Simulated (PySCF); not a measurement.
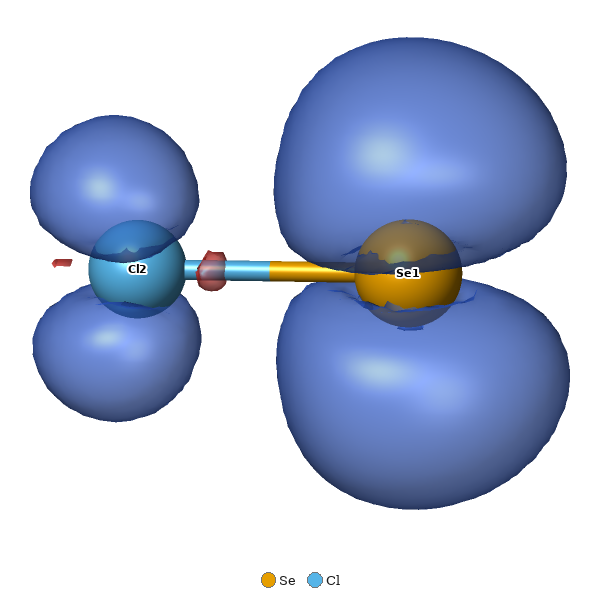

Figure 1: SeCl (doublet). Isosurfaces of the spin density (α minus β) at +0.015 (blue) and −0.015 e/Å³ (red), seen from one side.

Method: PBE0/x2c-SVPall, spin-free X2C-1e, Gaussian nucleus, at a bond length of 2.149 Å in PySCF.

### Which atoms carry the spin?

The unpaired spin (1 electron) lies mostly on Se1 (about 0.9) and Cl2 (about 0.1), in electrons by Hirshfeld's partition.
